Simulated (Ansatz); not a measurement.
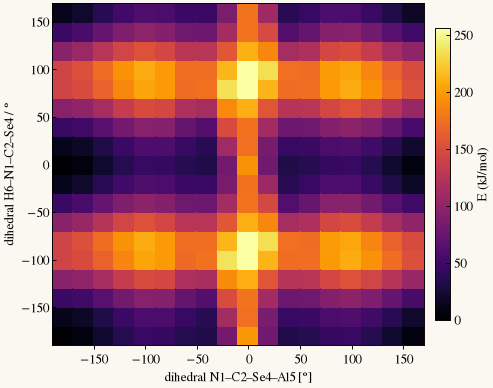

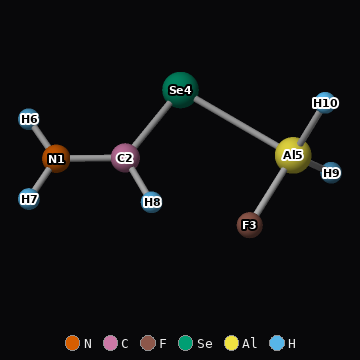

Energy landscape of CH5AlFNSe. Coordinates scanned: (1) dihedral N1–C2–Se4–Al5; (2) dihedral H6–N1–C2–Se4. Nothing is relaxed (all other coordinates rigid). Grid: 18 × 18 points. Points are written as (first, second). Energies are in kJ/mol, from the lowest grid point. Energies and slopes of some neighbouring points disagree (a jump in structure or state, or too coarse a mesh). The calculation used Ansatz 0.2.0, RKS PBE-D4/def2-SVP.

In the figure: one coloured cell a grid point. The second picture is the structure at the lowest point.

Q: Describe this landscape.

A: The lowest grid point is at (−180°, 0°). Other grid points that lie below all their neighbours: (−180°, −180°) (0.04 kJ/mol higher); (40°, 0°) (33 kJ/mol higher); (40°, −180°) (33 kJ/mol higher). The highest grid point, (0°, −80°), lies 256 kJ/mol above the lowest. At the lowest point F3···H8 is 1.97 Å, a hydrogen-bond distance.

The input of one point:

```yaml
crystal:
  periodic: [false, false, false]
  atoms:
    - { symbol: "N", position_ang: [-1.818837, 0.90419, 1.120517] }
    - { symbol: C, position_ang: [-0.765802, 0.39132, 0.489989] }
    - { symbol: F, position_ang: [0.246222, -0.967223, -1.790059] }
    - { symbol: Se, position_ang: [0.943679, 0.413252, 1.098313] }
    - { symbol: Al, position_ang: [1.798963, -0.85387, -1.038177] }
    - { symbol: H, position_ang: [-1.722305, 1.363896, 2.030428] }
    - { symbol: H, position_ang: [-2.752609, 0.850427, 0.708026] }
    - { symbol: H, position_ang: [-0.943576, -0.093222, -0.492994] }
    - { symbol: H, position_ang: [2.774945, 0.223094, -1.717021] }
    - { symbol: H, position_ang: [2.330086, -2.239616, -0.42901] }
basis:
  gaussian: { orbitals: def2-SVP }
hamiltonian:
  xc: pbe
  dispersion: d4
output:
  forces: true
```

Time for the 324 points that were run: 28 min on 1 thread of Arm Neoverse V1 (shared host).
